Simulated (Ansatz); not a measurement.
**BSiNH (sextet): from Hartree-Fock to the top rungs, def2-QZVPP**

Aim: climb from Hartree-Fock through coupled cluster for BSiNH (sextet) at one geometry and basis, and see what each rung misses.

Computed with Ansatz 0.2.0, Gaussian basis. Level: def2-QZVPP, core rule «outside noble gas», up to 7 orbitals frozen.

To be run: UHF; ROHF; CCSD(T) on UHF.

5 further runs of the same task are left out: 1 that didn't finish, 4 set aside as unsound or not needed. Runs told in other sessions of the task aren't counted.

## (1) What is computed

The geometry is a PBE0/def2-TZVP stationary point (not a proven minimum) of the parent state, kept for this charge and spin.

4 atoms, charge 0, spin multiplicity 6.

Atoms are counted from 1 here; the program's logs count them from 0.

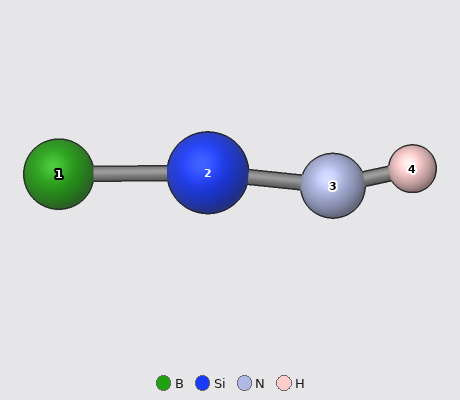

The structure; boron green, silicon blue, nitrogen light blue, hydrogen pink; atoms are numbered from 1 in the order of the file.

In the tables R marks a restricted open-shell determinant and U an unrestricted one; energies count from the table's Hartree-Fock row.

## (2) UHF

The input, in.yaml:

```yaml
crystal:
  periodic: [false, false, false]
  atoms:
    - {symbol: B, position_ang: [0.000000, -0.062553, 2.375794]}
    - {symbol: Si, position_ang: [0.000010, 0.013734, 0.552939]}
    - {symbol: N, position_ang: [0.000006, -0.096050, -0.981036]}
    - {symbol: H, position_ang: [-0.000016, 0.144869, -1.947698]}
basis:
  gaussian: {orbitals: "def2-QZVPP.json"}
magnetization: {spin_polarized: true, initial_magnetization: 5}
hamiltonian: {xc: hf}
output: {orbitals: {seedname: orbitals}}
```

The run is started by

```console
$ ansatz run in.yaml --threads 1 --pin off --events-out ev --progress --plain --max-ram 2393MiB
```

The log of the run:

```text
Functional definition: HF
  name "HF"
  cite "Fock, Z. Phys. 61, 126 (1930) doi:10.1007/BF01340294"
  parent pbe
  exchange = exact_x
  correlation = 0
949 factors; their error is unknown
mean field evaluation 1: about -10022.1015 eV, gradient 1.6e1 eV
mean field evaluation 2: about -10023.7850 eV, gradient 6.3e0 eV
mean field evaluation 4: about -10024.3125 eV, gradient 1.3e0 eV
mean field evaluation 8: about -10024.4275 eV, gradient 2.3e-1 eV
mean field evaluation 16: about -10024.4718 eV, gradient 2.5e-2 eV
mean field evaluation 32: about -10024.4762 eV, gradient 7.2e-1 eV
mean field evaluation 64: about -10024.5086 eV, gradient 9.0e-2 eV
mean field evaluation 96: about -10024.5054 eV, gradient 2.0e-1 eV
mean field evaluation 128: about -10024.0564 eV, gradient 2.0e0 eV
mean field evaluation 160: about -10023.8719 eV, gradient 4.7e0 eV
mean field evaluation 192: about -10023.6120 eV, gradient 8.9e-1 eV
mean field evaluation 224: about -10023.6115 eV, gradient 1.3e-1 eV
mean field evaluation 256: about -10024.1537 eV, gradient 3.1e0 eV
mean field evaluation 288: about -10024.4719 eV, gradient 3.5e-5 eV
mean field -10024.52487007 eV, -368.3944941082 hartree, gradient 6.3e-6 eV, S^2 8.764442; 5 other end points of the search recorded, 0 dependent functions left out
reference -10024.52487007 eV, -368.3944941082 hartree; 16, 11 occupied and 198, 203 virtual orbitals, 949 factors
Total energy: -10024.52487007 eV, -368.3944941082 hartree
```

Wall time 50 s (1 thread of Arm Neoverse V2, shared host); peak memory 0.49 GiB.

From the report: ⟨S²⟩ of the determinant 8.764 (pure sextet: 8.75).

## (3) ROHF

Edit in.yaml of step 2 so:

```diff
@@ -9,3 +9,3 @@
   gaussian: {orbitals: "def2-QZVPP.json"}
-magnetization: {spin_polarized: true, initial_magnetization: 5}
+magnetization: {spin_polarized: false, initial_magnetization: 5}
 hamiltonian: {xc: hf}
```

Same command.

The log of the run (excerpt; [...] marks lines left out):

```text
Functional definition: HF
  name "HF"
  cite "Fock, Z. Phys. 61, 126 (1930) doi:10.1007/BF01340294"
  parent pbe
[...]
949 factors; their error is unknown
[...]
mean field -10024.33944918 eV, -368.3876800160 hartree, gradient 3.0e-6 eV, S^2 8.750000; 2 other end points of the search recorded, 0 dependent functions left out
reference -10024.33944918 eV, -368.3876800160 hartree; 16, 11 occupied and 198, 203 virtual orbitals, 949 factors
Total energy: -10024.33944918 eV, -368.3876800160 hartree
```

Wall time 36 s (1 thread of Arm Neoverse V2, shared host); peak memory 0.49 GiB.

## (4) CCSD(T) on UHF

Edit in.yaml of step 3 so:

```diff
@@ -9,4 +9,3 @@
   gaussian: {orbitals: "def2-QZVPP.json"}
-magnetization: {spin_polarized: false, initial_magnetization: 5}
-hamiltonian: {xc: hf}
-output: {orbitals: {seedname: orbitals}}
+magnetization: {spin_polarized: true, initial_magnetization: 5}
+correlation: {method: ccsd_t, electrons: outside_noble_gas}
```

The run is started by

```console
$ ansatz run in.yaml --threads 4 --pin off --events-out ev --progress --plain --max-ram 9574MiB
```

The log of the run (excerpt; [...] marks lines left out):

```text
Functional definition: HF
  name "HF"
  cite "Fock, Z. Phys. 61, 126 (1930) doi:10.1007/BF01340294"
  parent pbe
[...]
1292 factors; integrals over basis functions are off by at most 1.0e-3 eV
[...]
mean field -10024.52507496 eV, -368.3945016376 hartree, gradient 2.1e-6 eV, S^2 8.764442; 19 other end points of the search recorded, 0 dependent functions left out
determinant -10024.52507496 eV, -368.3945016376 hartree, with singles and doubles -10034.05280313 eV, -368.7446391896 hartree
determinant -10024.47207968 eV, -368.3925540970 hartree, with singles and doubles -10034.08423433 eV, -368.7457942650 hartree
determinant -10023.61170606 eV, -368.3609359496 hartree, with singles and doubles -10032.92074768 eV, -368.7030369192 hartree
determinant -10023.51141484 eV, -368.3572503152 hartree, with singles and doubles -10032.85488589 eV, -368.7006165432 hartree
[...]
determinant -10021.25646214 eV, -368.2743823319 hartree, with singles and doubles -10030.34722654 eV, -368.6084617618 hartree
determinant -10021.23610561 eV, -368.2736342435 hartree, with singles and doubles -10030.36136556 eV, -368.6089813612 hartree
determinant -10024.52507496 eV, -368.3945016376 hartree, with singles and doubles -10033.91088623 eV, -368.7394238397 hartree
determinant -10024.47207968 eV, -368.3925540970 hartree, with singles and doubles -10033.93073281 eV, -368.7401531882 hartree
7 core orbitals not correlated: weight in the atoms' cores, before any rotation towards them, 1.000 or more for the frozen orbitals, at most 0.000 for the correlated occupied ones
reference -10024.47207968 eV, -368.3925540970 hartree; 9, 4 occupied and 198, 203 virtual orbitals, 1292 factors
second order -8.64439989 eV of doubles, -0.00000000 eV of singles
cycle   1  -9.45865433 eV  change   -1.2e-6 eV  update   2.6e-6
perturbative correction -0.45810988 eV, -0.0168352276 hartree
Total energy: -10034.38884389 eV, -368.7569884600 hartree
```

Wall time 5 min (4 threads of Arm Neoverse V2, shared host); peak memory 7.5 GiB.

From the report: ⟨S²⟩ of the determinant 8.762 (pure sextet: 8.75); correlation -9.9168 eV; T1 0.041; largest double amplitude 0.06.

## (5) The ladder

No level here is safe as a reference; UCCSD(T) serves as a yardstick only. Rows without a time are mean-field rows or come out of runs for another level: lower rungs of the coupled-cluster runs, or the Hartree-Fock search.

```
  method  energy from the lowest ROHF (meV)  from UCCSD(T) (meV)   time
     ROHF                               0.0             +10049.4       
     UHF                            -185.4              +9864.0   50 s
    UMP2                           -8777.0              +1272.4       
   UCCSD                           -9591.3               +458.1       
UCCSD(T)                          -10049.4                    0  5 min
```

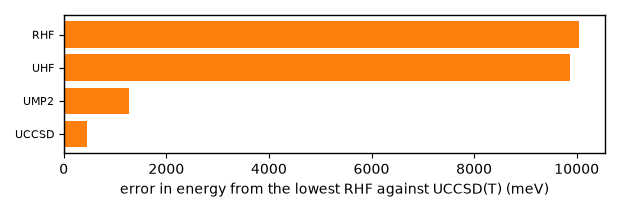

Error of each method against UCCSD(T).

## (6) Results

| quantity | value |
| --- | --- |
| UCCSD(T) from the ROHF energy | -10.0494 eV |
| UMP2 from UCCSD(T) | +1272.4 meV |

What this shows: Coupled cluster took another determinant than the lowest Hartree-Fock one. Warnings: coupled cluster took another determinant than the lowest.
